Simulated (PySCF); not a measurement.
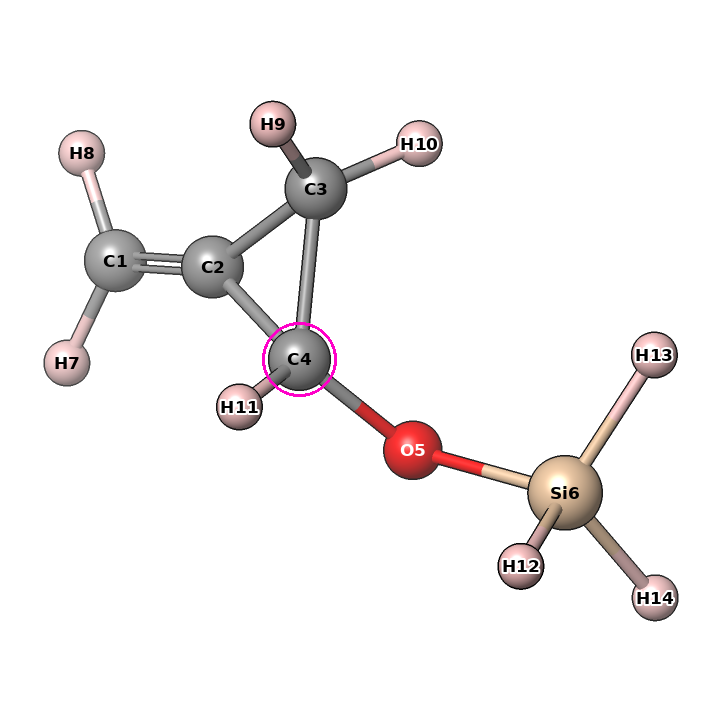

Distant atoms are faded towards the background colour. Circles mark the stereogenic atoms. Computed geometry: PBE0-D3(BJ)/def2-SVP optimisation. No frequency run is at hand to confirm it as a minimum.

> Assign CIP descriptors.

C4: S (priorities O5 > C2 > C3 > H11).

> Write the isomeric SMILES.

C=C1C[C@@H]1O[SiH3]
